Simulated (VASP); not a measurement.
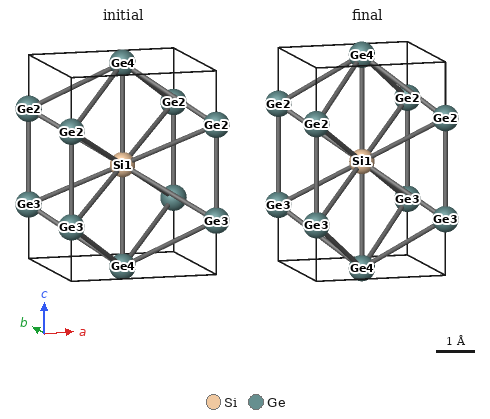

The structure of a crystal of SiGe$_{3}$ (a generated structure, set up in P4/mmm) before (left) and after (right) a relaxation, at one scale.

The picture is a ball-and-stick view of the cell of the calculation, seen slightly off an axis.

The run lets cell and atoms move.

Method: Kohn-Sham DFT of a periodic cell, PBE, VASP PAW PBE potentials, recommended in VASP.

Input
```
PREC     = Normal         # precision mode
ENCUT    = 520            # plane-wave cutoff, eV
EDIFF    = 1E-4           # SCF threshold, eV
ISMEAR   = 0              # smearing method
SIGMA    = 0.15           # smearing width, eV
LREAL    = F              # projectors in reciprocal space
LASPH    = T              # aspherical terms in the spheres
NELM     = 60             # most SCF steps
ALGO     = Fast           # electronic algorithm
ISIF     = 3              # what is computed and relaxed
LWAVE    = F              # write WAVECAR
LCHARG   = F              # write CHGCAR
GGA      = PE             # functional
IBRION   = 2              # ionic algorithm
NSW      = 24             # ionic steps
EDIFFG   = -0.08          # ionic threshold
```

Command:
```bash
cat potpaw_PBE.64/Si/POTCAR potpaw_PBE.64/Ge_d/POTCAR > POTCAR
mpirun -np 1 vasp_std > vasp.out
```

Question: Describe what moved and what it gained.

Answer: After 16 geometry steps the energy has fallen by 148 meV per atom. Largest force component: 0.33 eV/Å at the start, 0.015 eV/Å at the end. Pressure: −7.17 GPa at the start and −0.07 GPa at the end. The largest moves relative to the cell, 0.011 Å, are those of Ge2 and Ge3. Ge2 goes along +c. Si stays in place. The volume changes by −17.0 %, with a = b 4.030 → 3.587 Å (−11.0 %), c 5.502 → 5.762 Å (+4.7 %). Among the contacts that change: Si1–Ge2 3.129 → 2.881 Å, Ge2–Ge4 3.201 → 2.955 Å, Ge2–Ge3 2.585 → 2.730 Å, Si1–Ge4 2.751 → 2.881 Å. The space group stays P4/mmm (No. 123). The volume changes by over a tenth within one run on a fixed set of plane waves, so the end point should be relaxed again from the new cell.
